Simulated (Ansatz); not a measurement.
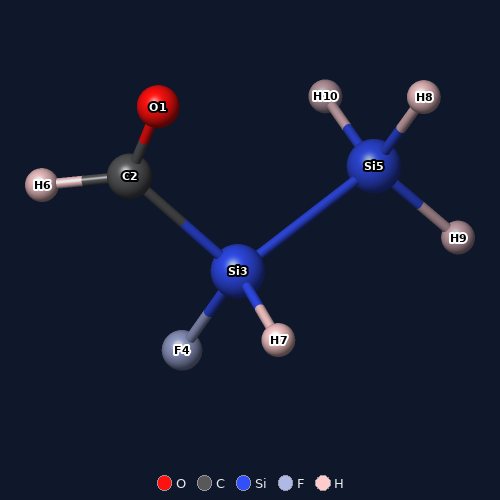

The system is CH5FOSi2, SMILES O=C[SiH](F)[SiH3]; the picture shows the reference structure. The first coordinate is: angle O1–C2–Si3; the second: dihedral O1–C2–Si3–Si5. Nothing is relaxed (all other coordinates rigid). The scan uses an 11 × 12 grid. Points are written as (first, second). Energies: kJ/mol, counted from the lowest grid point. The calculation used Ansatz, RKS PBE0-D4/def2-SVP.

Its coordinates:

```xyz
10

O    -0.6210    2.1445    0.9148
C    -0.3476    1.1153    1.4837
Si    0.7206   -0.1834    0.5466
F     0.8329   -1.5376    1.4542
Si   -0.3057   -0.6557   -1.5074
H    -0.7112    0.9236    2.5316
H     2.0900    0.3908    0.3963
H    -0.3631    0.6028   -2.3084
H     0.4780   -1.6907   -2.2462
H    -1.6899   -1.1608   -1.2624
```

Range: angle O1–C2–Si3 from 93.1 to 143.1°; dihedral O1–C2–Si3–Si5 from −180 to 150°.

> Predict the map.

The lowest grid point is at (118.1°, −60°). There is a further well near (118.1°, 90°) (8 kJ/mol above the lowest at that grid point). The highest grid point, (93.1°, −150°), lies 110 kJ/mol above the lowest. On the interpolated surface the easiest way out of the lowest well to the well at about (120°, 105°) passes a barrier of about 9.7 kJ/mol. Round the minimum the two coordinates are weakly coupled (coupling −0.08 in units of the two stiffnesses).

```csv
"dihedral O1–C2–Si3–Si5 ↓, angle O1–C2–Si3 →",93.1,98.1,103.1,108.1,113.1,118.1,123.1,128.1,133.1,138.1,143.1
150,103,72,48,29,17,12,13,21,35,57,86
120,105,72,46,27,15,9,10,17,32,53,82
90,101,70,45,26,14,8,10,17,32,54,84
60,101,70,45,27,15,10,11,20,35,58,89
30,108,73,46,26,14,8,10,19,35,58,89
0,104,68,41,21,9,3,5,14,31,54,86
−30,88,57,33,15,5,1,3,13,29,53,84
−60,77,50,28,13,3,0,3,13,30,53,84
−90,89,59,35,18,7,3,5,15,31,54,85
−120,108,74,47,27,15,9,10,19,34,57,88
−150,110,77,51,32,19,13,15,23,38,61,92
−180,103,74,49,31,20,14,16,24,39,61,91
```

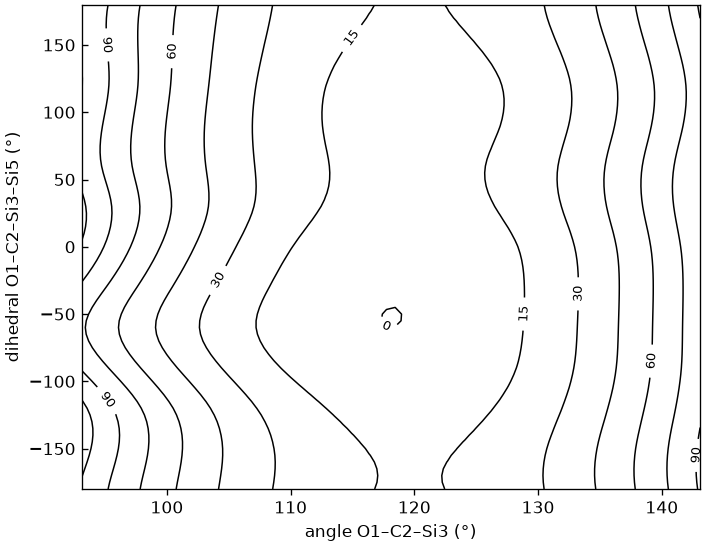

Drawn: contour lines labelled in kJ/mol. Between grid points the surface is interpolated.

Each point was launched as `ansatz run input.yaml --threads 1 --pin off --max-ram 2560MiB --backend cpu --events-out ev --progress --plain --runs-dir out`. The whole map (132 points run) took 12 min on 1 thread of Arm Neoverse V1, with other jobs on the host.
